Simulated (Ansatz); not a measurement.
# RbLiPdC2 (built on the sites of a database entry of Rb2PdC2): the cell at rest

Task: relax RbLiPdC2 (built on the sites of a database entry of Rb2PdC2) tightly.

Method: DFT RPBE, scalar-relativistic, plane waves, PAW, in Ansatz 0.2.0.

The structure was built from a prototype and need not be the compound's stable phase.

### 1. Starting point

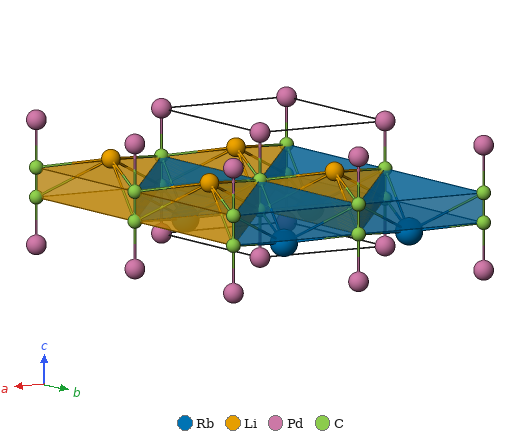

The starting structure, seen from a free direction (rubidium blue, lithium orange, palladium pink, carbon green). 2×2×1 cells are drawn. Some periodic images of atoms are drawn too.

Coordinates:

```cif
data_structure
_symmetry_space_group_name_H-M 'P 1'
_symmetry_Int_Tables_number 1
_cell_length_a 4.7884
_cell_length_b 4.7884
_cell_length_c 4.7265
_cell_angle_alpha 90.000
_cell_angle_beta 90.000
_cell_angle_gamma 120.000
_cell_volume 93.85
loop_
_atom_site_label
_atom_site_type_symbol
_atom_site_fract_x
_atom_site_fract_y
_atom_site_fract_z
_atom_site_occupancy
Rb1 Rb 0.33333 0.66667 0.27750 1
Li2 Li 0.66667 0.33333 0.72250 1
Pd3 Pd 0.00000 0.00000 0.00000 1
C4 C 0.00000 0.00000 0.38090 1
C5 C 0.00000 0.00000 0.61910 1
```

### 2. A coarse first look

First a cheap look: the gap decides the mesh and the occupations, the pressure tells how far the cell has to move.

Contents of input.yaml:

```yaml
crystal:
  lattice:
    - [4.78841, 0.0, 0.0]
    - [-2.3942, 4.14688, 0.0]
    - [0.0, 0.0, 4.72648]
  atoms:
    - { symbol: Rb, position: [0.3333333333, 0.6666666667, 0.2775] }
    - { symbol: Li, position: [0.6666666667, 0.3333333333, 0.7225] }
    - { symbol: Pd, position: [0.0, 0.0, 0.0] }
    - { symbol: C, position: [0.0, 0.0, 0.3809] }
    - { symbol: C, position: [0.0, 0.0, 0.6191] }
kpoints:
  mp_grid: { grid: [6, 6, 4] }
hamiltonian:
  xc: rpbe
scf:
  occupations: { method: gaussian, width: 0.1 }
output:
  forces: true
  stress: true
  eigenvalues: true
```

The run is started by

```bash
ansatz run input.yaml --threads 8 --pin off --max-ram 14336MiB --backend cpu --events-out ev --progress --plain --runs-dir out
```

Numbers of over 12 decimals in the logs are rounded to 6 here.

The log of the run:

```text
Engine: ansatz 0.2.0, x86_64-unknown-linux-gnu
Pseudopotentials: kind: paw
Pseudopotential: Rb, paw, valence charge 9, recommended cutoff 420 eV (normal), Rb.paw.azcp
Pseudopotential: Li, paw, valence charge 3, recommended cutoff 420 eV (normal), Li.paw.azcp
Pseudopotential: Pd, paw, valence charge 18, recommended cutoff 420 eV (normal), Pd.paw.azcp
[...]
--- Band table (eV; the first three rows and the last of 24) ---
  k-point 0: bands = [... 15 lower, 3.5460, 4.3675, 4.7350, 4.7350, 10.8263, 11.5855, 11.6372, 11.6372]
  k-point 1: bands = [... 15 lower, 4.6492, 4.6492, 5.1212, 5.1212, 10.3007, 10.8087, 10.8087, 11.9593]
  k-point 2: bands = [... 15 lower, 4.6598, 4.6598, 6.4132, 6.4132, 9.4338, 9.4338, 9.9374, 11.8504]
  k-point 23: bands = [... 15 lower, 4.8117, 5.5196, 6.1939, 6.4265, 7.9591, 8.3995, 10.3087, 12.3770]
[key lines of the parts left out:]
SCF converged after 8 iterations
Free energy (F): -10961.508433 eV
Fermi energy:    6.978201 eV
P = ⅓ Tr σ = 27.6419 GPa (276.419 kbar)
```

Elapsed: 0.73 s, on 8 threads of Intel Xeon Platinum 8488C (Sapphire Rapids), shared host; peak memory 0.49 GiB; 4.1 s of CPU time.

A gap read on the k-mesh alone can miss the band edges.

This step gave:

```
pressure           : 27.64 GPa
gap on the k-mesh  : 1.098 eV
volume per atom    : 18.77 Å³
direct gap on mesh : 1.174 eV
```

The coarse mesh shows a gap of 1.10 eV and a pressure of 27.6 GPa.

### 3. Coarse relaxation

The start is far from rest, so a relaxation with loose tolerances brings it close first.

Edit input.yaml of step 2 so:

```diff
@@ -21 +21,6 @@
   eigenvalues: true
+relax:
+  adjacent_minimum: "off"
+  f_tol: 0.05
+  max_steps: 80
+  cell: { stress_tol: 0.5 }
```

The log of the run:

```text
[...]
Crystal: 5 atoms, lattice volume = 93.854 Å³
Basis set: ecut = 420 eV, 1803 PW (Γ), exchange–correlation on 72×72×64 points (8 copies of the dense FFT grid, shifted against one another)
Bands: 24, of which v1, the nominal top of the filled ones, is band 19 counted from 1 (18 counted from 0)
Symmetry: 6 space group operations
[...]
k-points: 24 of 144 (time reversal used)
[...]
- [1.0514434095389703e-16, -2.817341219562617e-17, 5.282879]
  atoms:
    - { symbol: Rb, position: [0.333333, 0.666667, 0.357041] }
    - { symbol: Li, position: [0.666667, 0.333333, 0.844564] }
    - { symbol: Pd, position: [-6.8488613876470296e-18, 2.506857254877154e-18, -0.068627] }
    - { symbol: C, position: [-6.758487958302671e-18, 2.4737782839099992e-18, 0.313179] }
    - { symbol: C, position: [-6.5125997377113375e-18, 2.3837769486822208e-18, 0.553843] }
[key lines of the parts left out:]
SCF converged after 5 iterations
Free energy (F): -10964.035301 eV
Fermi energy:    4.626468 eV
P = ⅓ Tr σ = 0.0371 GPa (0.371 kbar)
```

Wall time 8.4 s (8 threads); peak memory 0.59 GiB; 55 s of CPU time.

Relaxation path:

```tsv
step	energy less that of the first step (eV)	largest force component (eV/Å)	pressure (GPa)	volume (Å³)
1	0.0000	11.7651	27.64	93.85
2	-1.7413	0.5524	12.29	99.96
3	-2.3534	0.2904	2.75	114.11
4	-2.4552	0.4442	0.54	115.86
5	-2.4681	0.1138	-0.14	116.80
6	-2.4719	0.0576	-0.17	117.18
7	-2.4731	0.0921	-0.08	117.34
8	-2.4743	0.0768	0.05	117.61
9	-2.4744	0.0324	0.03	117.65
10*	-2.5236	0.0479	0.54	117.65
11	-2.5256	0.0181	0.04	119.71
12*	-2.5269	0.0188	0.04	119.71
```

Relaxation steps marked * repeat the geometry before them on a plane-wave basis chosen anew for their cell, so energy and pressure can jump there.

Forces are held to the 6 operations that the run works with; a distortion that breaks them can't arise in this run.

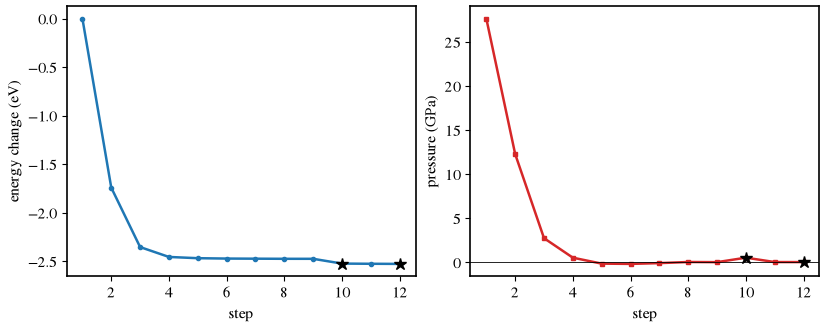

Energy and pressure along the relaxation. Stars mark steps on a basis chosen anew.

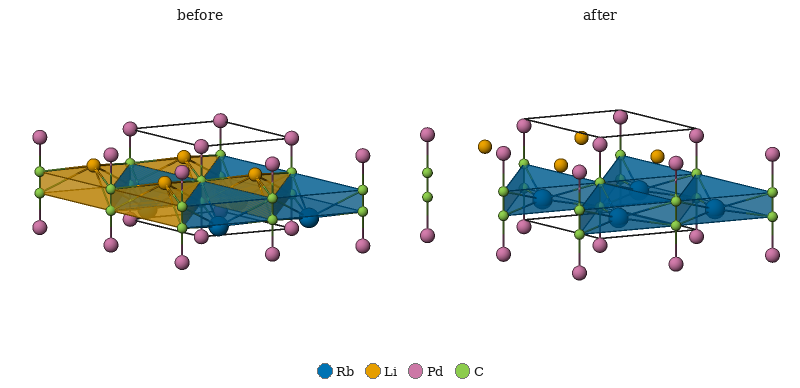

Before and after, at one scale.

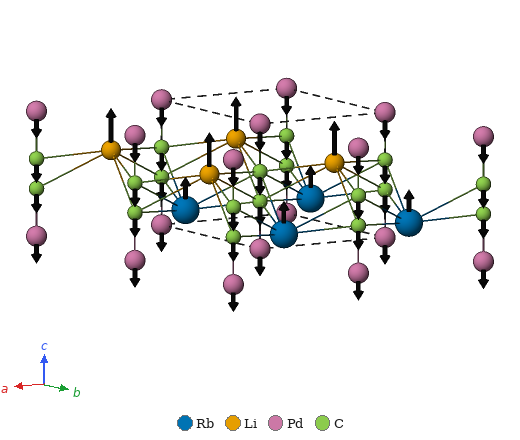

Displacements in the relaxation, exaggerated, measured against the changing cell; the longest in the cell stands for 0.64 Å. 2×2×1 cells are drawn. Some periodic images of atoms are drawn too.

```tsv
conventional cell, symmetrised	before	after	change
a (Å)	4.788	5.115	+6.8 %
b (Å)	4.788	5.115	+6.8 %
c (Å)	4.726	5.283	+11.8 %
volume (Å³/atom)	18.77	23.94	+27.6 %
```

The atoms that moved most (Å, as changes of fractional coordinates times the final cell):

```tsv
atom	dx	dy	dz	length
Li2	0.000	0.000	0.645	0.645
Rb1	0.000	0.000	0.420	0.420
Pd3	0.000	0.000	-0.363	0.363
C4	0.000	0.000	-0.358	0.358
C5	0.000	0.000	-0.345	0.345
```

The relaxed structure:

```xyz
5
Lattice="5.1153 0.0000 0.0000 -2.5576 4.4300 0.0000 0.0000 0.0000 5.2829" Properties=species:S:1:pos:R:3 pbc="T T T"
Rb    0.0000    2.9533    1.8862
Li    2.5576    1.4767    4.4617
Pd    0.0000    0.0000   -0.3625
C     0.0000    0.0000    1.6545
C     0.0000    0.0000    2.9259
```

Numbers from this step:

```yaml
pressure: 0.03712 GPa
gap_on_the_k_mesh: 0.9370 eV
volume_per_atom: 23.94 Å³
direct_gap_on_mesh: 0.9370 eV
```

In this step the volume went from 18.77 to 23.94 Å³/atom.

### 4. Relaxation

The cell and atoms are relaxed, since residual forces and stress would shift the frequencies.

Contents of input.yaml:

```yaml
crystal:
  lattice:
    - [5.1152967316, -3.0838e-06, 0.0]
    - [-2.5576456951, 4.4299784594, 0.0]
    - [0.0, 0.0, 5.2828790466]
  atoms:
    - { symbol: Rb, position: [0.3333333333, 0.6666666667, 0.3570414633] }
    - { symbol: Li, position: [0.6666666667, 0.3333333333, 0.8445641129] }
    - { symbol: Pd, position: [0.0, 0.0, -0.068626846] }
    - { symbol: C, position: [0.0, 0.0, 0.3131787124] }
    - { symbol: C, position: [0.0, 0.0, 0.5538425574] }
kpoints:
  mp_grid: { grid: [6, 6, 4] }
hamiltonian:
  xc: rpbe
scf:
  occupations: { method: gaussian, width: 0.02 }
output:
  forces: true
  stress: true
  eigenvalues: true
  write_density: true
  write_potential: true
  elf: true
  volumetric_format: npy
relax:
  adjacent_minimum: "off"
  f_tol: 0.005
  max_steps: 80
  cell: { stress_tol: 0.05 }
```

The log of the run:

```text
[...]
Crystal: 5 atoms, lattice volume = 119.713 Å³
Basis set: ecut = 420 eV, 2351 PW (Γ), exchange–correlation on 72×72×72 points (8 copies of the dense FFT grid, shifted against one another)
Bands: 24, of which v1, the nominal top of the filled ones, is band 19 counted from 1 (18 counted from 0)
Symmetry: 6 space group operations
[...]
k-points: 24 of 144 (time reversal used)
[...]
SCF iter   1: F=—  HF=-10964.041065 eV  |F-HF|=—  |Δ(HF+E_count)|=         —  Δρ=4.98e-3  dr2=4.98e-2  ethr=1.77e-3  ⟨swp⟩=6.7  Hψ=2917  notcnv=0
[...]
SCF iter   9: F=-10964.035301 eV  HF=-10964.035301 eV  |F-HF|=4.07e-8  |Δ(HF+E_count)|=   4.85e-7  Δρ=2.19e-6  dr2=9.28e-9  ethr=2.63e-10  ⟨swp⟩=14.8  Hψ=4596  notcnv=0
SCF 1 converged in 9 iterations: F = -10964.035301 eV  dr2 = 9.28e-9
[...]
relax step   1: F+E_penalty+E_count = -10964.03530133 eV  Δ(F+E_penalty+E_count) = +0.000e0 eV  max|allowed force component| = 1.885e-2 eV/Å  Δτ_max = 0.0000 Å  P = +0.037 GPa  Ω = 119.713 Å³  (9 SCF iters, dr2 threshold 1.00e-7 eV, accepted)
Crystal: 5 atoms, lattice volume = 119.827 Å³
Basis set: ecut = 420 eV, 2375 PW (Γ), exchange–correlation on 72×72×72 points (8 copies of the dense FFT grid, shifted against one another)
[...]
SCF iter   5: F=-10964.035263 eV  HF=-10964.035263 eV  |F-HF|=3.26e-8  |Δ(HF+E_count)|=   6.36e-8  Δρ=3.27e-6  dr2=1.63e-8  ethr=5.85e-11  ⟨swp⟩=10.0  Hψ=4202  notcnv=0
SCF 2 converged in 5 iterations: F = -10964.035263 eV  dr2 = 1.63e-8
relax step   2: F+E_penalty+E_count = -10964.03526295 eV  Δ(F+E_penalty+E_count) = +3.839e-5 eV  max|allowed force component| = 7.986e-3 eV/Å  Δτ_max = 0.0017 Å  P = +0.008 GPa  Ω = 119.827 Å³  energy of the carried Pulay correction = -6.099e-5 eV  (5 SCF iters, dr2 threshold 2.22e-8 eV, accepted)
Crystal: 5 atoms, lattice volume = 119.864 Å³
[...]
SCF iter   7: F=-10964.035249 eV  HF=-10964.035249 eV  |F-HF|=1.34e-9  |Δ(HF+E_count)|=   6.47e-9  Δρ=5.40e-7  dr2=8.02e-10  ethr=1.05e-11  ⟨swp⟩=8.0  Hψ=3314  notcnv=0
SCF 3 converged in 7 iterations: F = -10964.035249 eV  dr2 = 8.02e-10
relax step   3: F+E_penalty+E_count = -10964.03524889 eV  Δ(F+E_penalty+E_count) = +1.405e-5 eV  max|allowed force component| = 1.176e-3 eV/Å  Δτ_max = 0.0018 Å  P = -0.003 GPa  Ω = 119.864 Å³  energy of the carried Pulay correction = -8.074e-5 eV  (7 SCF iters, dr2 threshold 3.99e-9 eV, accepted)
[...]
SCF iter   6: F=-10964.035317 eV  HF=-10964.035317 eV  |F-HF|=2.13e-10  |Δ(HF+E_count)|=   1.27e-9  Δρ=1.10e-7  dr2=4.12e-11  ethr=1.00e-12  ⟨swp⟩=7.0  Hψ=2719  notcnv=0
SCF 4 converged in 6 iterations: F = -10964.035317 eV  dr2 = 4.12e-11
relax step   4: F+E_penalty+E_count = -10964.03531696 eV  Δ(F+E_penalty+E_count) = -6.806e-5 eV  max|allowed force component| = 1.193e-3 eV/Å  Δτ_max = 0.0000 Å  P = -0.003 GPa  Ω = 119.864 Å³  stress off target by 4.34e-3 GPa  SCF on the basis re-selected at this cell (its energy is not comparable with the rows above)  (6 SCF iters)
[...]
SCF converged after 6 iterations
Free energy (F): -10964.035317 eV
[...]
Internal energy: -10964.035317 eV  (E = F + TS)
E sigma→0 (E₀):  -10964.035317 eV
Fermi energy:    4.612704 eV
[...]
--- Forces (eV/Å), atoms counted from 1 ---
  atom   1  Rb     0.00000000     0.00000000     0.00015605
  atom   2  Li     0.00000000     0.00000000     0.00119257
  atom   3  Pd     0.00000000     0.00000000     0.00023828
  atom   4  C     -0.00000000    -0.00000000    -0.00082065
  atom   5  C     -0.00000000    -0.00000000    -0.00076892
  max |Σ_I F_I| component: 2.68e-6 eV/Å
--- Stress (GPa, compression-positive) ---
       -0.001777       0.000000       0.000000
        0.000000      -0.001777      -0.000000
        0.000000      -0.000000      -0.004337
  P = ⅓ Tr σ = -0.0026 GPa (-0.026 kbar)
--- Band table (eV; the first three rows and the last of 24) ---
  k-point 0: bands = [... 15 lower, 2.1506, 2.2599, 2.7194, 2.7194, 8.2868, 9.1182, 9.4344, 9.4344, ... 1 higher]
  k-point 1: bands = [... 15 lower, 2.6887, 2.6887, 3.2410, 3.2410, 7.8112, 8.1185, 8.1185, 8.5821, ... 1 higher]
  k-point 2: bands = [... 15 lower, 2.6840, 2.6840, 4.0649, 4.0649, 7.0618, 7.0618, 7.4299, 8.1403, ... 1 higher]
  k-point 23: bands = [... 15 lower, 2.8271, 3.0452, 4.0384, 4.1125, 5.2342, 5.7227, 7.8606, 9.3806, ... 1 higher]
--- Relaxed structure (3 steps of the walk, 3 accepted, 1 SCFs on fresh bases) ---
[...]
cell:  # Å, volume = 119.8639 Å³
    - [5.117691, -3.0852730660821358e-6, -4.298364881116122e-19]
    - [-2.558843, 4.432052, 2.060130318348142e-19]
    - [-4.43918374318304e-19, 0, 5.284570]
  atoms:
    - { symbol: Rb, position: [0.333333, 0.666667, 0.357379] }
    - { symbol: Li, position: [0.666667, 0.333333, 0.845078] }
    - { symbol: Pd, position: [0, 0, -0.068998] }
    - { symbol: C, position: [0, 0, 0.312982] }
    - { symbol: C, position: [0, 0, 0.553560] }
```

Wall time 3.2 s (8 threads); peak memory 0.56 GiB; 21 s of CPU time.

Little changed from the start: no atom moved by 0.005 Å and no cell edge by 0.1 %.

This step gave:

```
pressure           : -0.002631 GPa
gap on the k-mesh  : 0.9377 eV
volume per atom    : 23.97 Å³
direct gap on mesh : 0.9377 eV
```

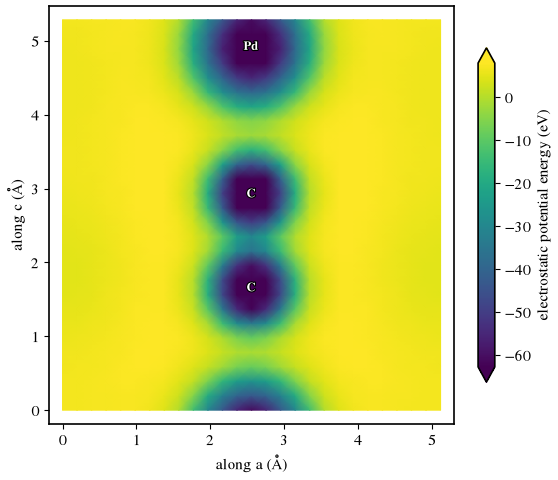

Electrostatic potential energy in the ac plane at fractional y = 0.000, with atoms of Pd and C within 0.2 Å of it. With pseudopotentials it is smooth inside the atoms' cores, unlike the true potential. The map starts off the cell's origin, so that atoms lie inside it.

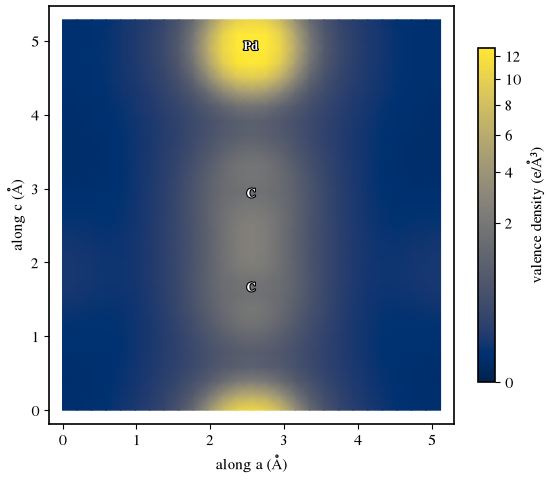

Valence density in the ac plane at fractional y = 0.000, with atoms of Pd and C within 0.2 Å of it. It is the smooth field of the valence electrons, not physical close to the nuclei. The map starts off the cell's origin, so that atoms lie inside it. The colour scale is stretched toward low values.

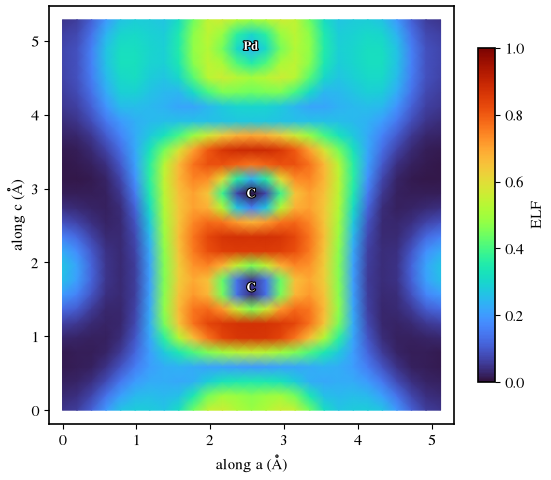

ELF in the ac plane at fractional y = 0.000, with atoms of Pd and C within 0.2 Å of it. It is the smooth field of the valence electrons, not physical close to the nuclei. The map starts off the cell's origin, so that atoms lie inside it.

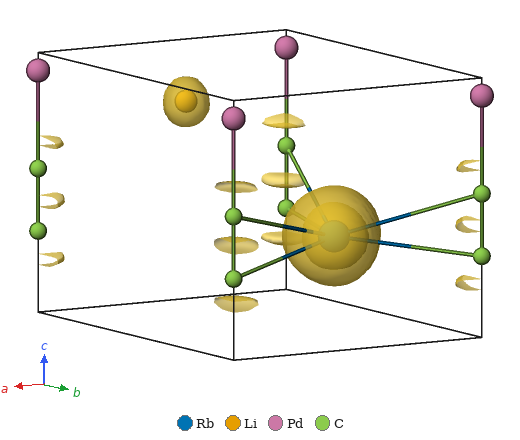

Surface of ELF = 0.85.

In this step the volume went from 23.94 to 23.97 Å³/atom.

### 5. Relaxing to small forces for the phonons

Phonons need a cell at rest on their own settings, so the relaxation is repeated with tight tolerances on forces and stress, using the mesh and the filling of the phonon run that follows.

Contents of input.yaml:

```yaml
crystal:
  lattice:
    - [5.11769147, -3.0853e-06, 0.0]
    - [-2.5588430631, 4.4320523644, 0.0]
    - [0.0, 0.0, 5.2845699885]
  atoms:
    - { symbol: Rb, position: [0.3333333333, 0.6666666667, 0.357378893] }
    - { symbol: Li, position: [0.6666666667, 0.3333333333, 0.8450776148] }
    - { symbol: Pd, position: [0.0, 0.0, -0.0689983257] }
    - { symbol: C, position: [0.0, 0.0, 0.312982189] }
    - { symbol: C, position: [0.0, 0.0, 0.553559629] }
kpoints:
  mp_grid: { grid: [6, 6, 4] }
hamiltonian:
  xc: rpbe
scf:
  occupations: { method: fixed }
output:
  forces: true
  stress: true
  eigenvalues: true
relax:
  adjacent_minimum: "off"
  f_tol: 0.001
  max_steps: 60
  cell: { stress_tol: 0.01 }
```

The log of the run:

```text
[...]
Crystal: 5 atoms, lattice volume = 119.864 Å³
Basis set: ecut = 420 eV, 2375 PW (Γ), exchange–correlation on 72×72×72 points (8 copies of the dense FFT grid, shifted against one another)
Bands: 24, of which v1, the nominal top of the filled ones, is band 19 counted from 1 (18 counted from 0)
Symmetry: 6 space group operations
[...]
k-points: 24 of 144 (time reversal used)
[...]
cell:  # Å, volume = 119.9155 Å³
    - [5.119026, -3.086076604584732e-6, 0]
    - [-2.559510, 4.433208, 0]
    - [0, 0, 5.284090]
  atoms:
    - { symbol: Rb, position: [0.333333, 0.666667, 0.359078] }
    - { symbol: Li, position: [0.666667, 0.333333, 0.847453] }
    - { symbol: Pd, position: [0, 0, -0.070287] }
    - { symbol: C, position: [-1.0702831947067198e-19, 0, 0.311582] }
    - { symbol: C, position: [-1.0590305589237958e-19, 0, 0.552174] }
[key lines of the parts left out:]
SCF converged after 8 iterations
Free energy (F): -10964.035324 eV
Fermi energy:    4.143291 eV
P = ⅓ Tr σ = -0.0000 GPa (-0.000 kbar)
```

Run time: 6.6 s. Hardware: 8 threads; peak memory 0.59 GiB; 44 s of CPU time.

The steps of the relaxation:

```tsv
step	energy less that of the first step (eV)	largest force component (eV/Å)	pressure (GPa)	volume (Å³)
1	0.0000	0.0011	0.00	119.86
2	0.0000	0.0013	0.00	119.86
3	0.0000	0.0016	0.00	119.85
4	0.0003	0.2188	0.09	119.86
5	0.0000	0.0012	0.00	119.86
6	0.0000	0.0014	0.00	119.91
7	0.0000	0.0002	0.00	119.92
8*	0.0000	0.0002	0.00	119.92
```

Relaxation steps marked * repeat the geometry before them on a plane-wave basis chosen anew for their cell, so energy and pressure can jump there. Relaxation step 4 was tried and not accepted.

Forces are held to the 6 operations that the run works with; a distortion that breaks them can't arise in this run.

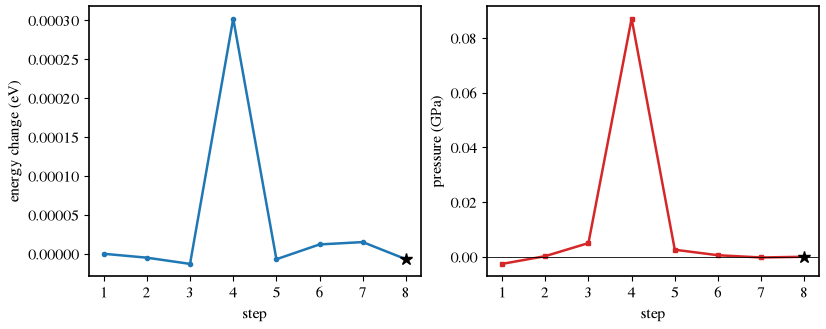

Energy and pressure along the relaxation. Stars mark steps on a basis chosen anew.

```tsv
conventional cell, symmetrised	before	after	change
a (Å)	5.118	5.119	+0.0 %
b (Å)	5.118	5.119	+0.0 %
c (Å)	5.285	5.284	-0.0 %
volume (Å³/atom)	23.97	23.98	+0.0 %
```

The atoms that moved most (Å, as changes of fractional coordinates times the final cell):

```tsv
atom	dx	dy	dz	length
Li2	0.000	0.000	0.013	0.013
Rb1	0.000	0.000	0.009	0.009
C4	0.000	0.000	-0.007	0.007
C5	0.000	0.000	-0.007	0.007
Pd3	0.000	0.000	-0.007	0.007
```

Final coordinates:

```xyz
5
Lattice="5.1190 0.0000 0.0000 -2.5595 4.4332 0.0000 0.0000 0.0000 5.2841" Properties=species:S:1:pos:R:3 pbc="T T T"
Rb    0.0000    2.9555    1.8974
Li    2.5595    1.4777    4.4780
Pd    0.0000    0.0000   -0.3714
C     0.0000    0.0000    1.6464
C     0.0000    0.0000    2.9177
```

This step gave:

```yaml
pressure: -5.45e-7 GPa
gap_on_the_k_mesh: 0.9325 eV
volume_per_atom: 23.98 Å³
direct_gap_on_mesh: 0.9325 eV
```

The largest force component left is 0.24 meV/Å and the pressure is 0.000 GPa, within the tolerances set. The cell now holds 23.98 Å³/atom.

### 6. Outcome

```yaml
space_group_after_relaxation_within_0p01_a: P3m1
lattice_constant_a: 5.119 Å
lattice_constant_b: 5.119 Å
lattice_constant_c: 5.284 Å
volume_per_atom: 24.0 Å³
gap_on_the_k_mesh: 0.933 eV
```

**Reading.** The largest force component left is 0.24 meV/Å and the pressure is 0.000 GPa, within the tolerances set. The cell now holds 23.98 Å³/atom. The relaxation keeps the symmetry of its start, so it says nothing on stability against lower symmetry. The starting cell was built on a prototype and not taken from a measurement, so the phase need not exist.

[Logs are printed without paths, hosts, clocks, repeated set-up lines and the standing remarks that a program may print on its own settings, such as how far it seeks lower states.]

[Hosts, paths, dates, database ids (printed as entryN), source tags and the programs' standing remarks are cut or masked in the printed files.]
